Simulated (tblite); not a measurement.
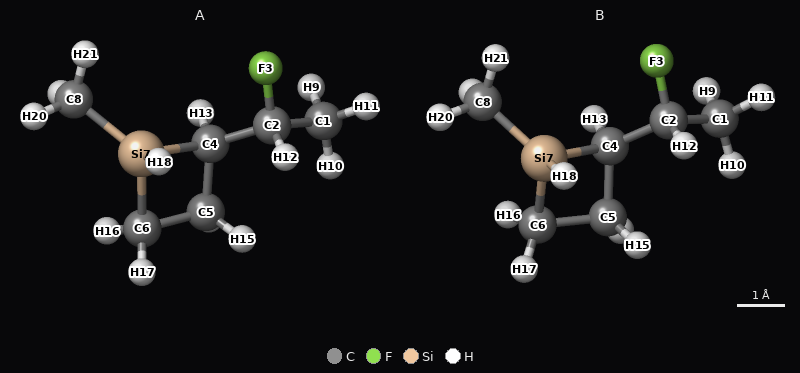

Two geometries of C6H13FSi, drawn at one scale. One is the start of a relaxation, the other its converged end. A ball-and-stick model, seen at a tilt.

The calculation used tblite, GFN2-xTB geometry optimisation, gas phase. 

Which of the two is the end point?

Structure A is the relaxed one. Over 89 geometry steps the energy falls by 9.09 kcal/mol. The largest move after the best rigid fit is that of an H atom, 0.46 Å. Largest moves by element: H 0.46 Å, F 0.34 Å, C 0.21 Å, Si 0.12 Å. Near-neighbour distances that change, for instance: C–Si 1.819 → 1.893 Å, C–Si 1.881 → 1.917 Å, C–C 1.563 → 1.541 Å, H–Si 1.488 → 1.467 Å. Bond angles that change, for instance: C–Si–H 118.0° → 112.1°, C–C–H 115.4° → 110.4°, C–Si–C 113.5° → 118.5°. The run took 1.2 s on 1 thread of Arm Neoverse N1, with other jobs on the host.
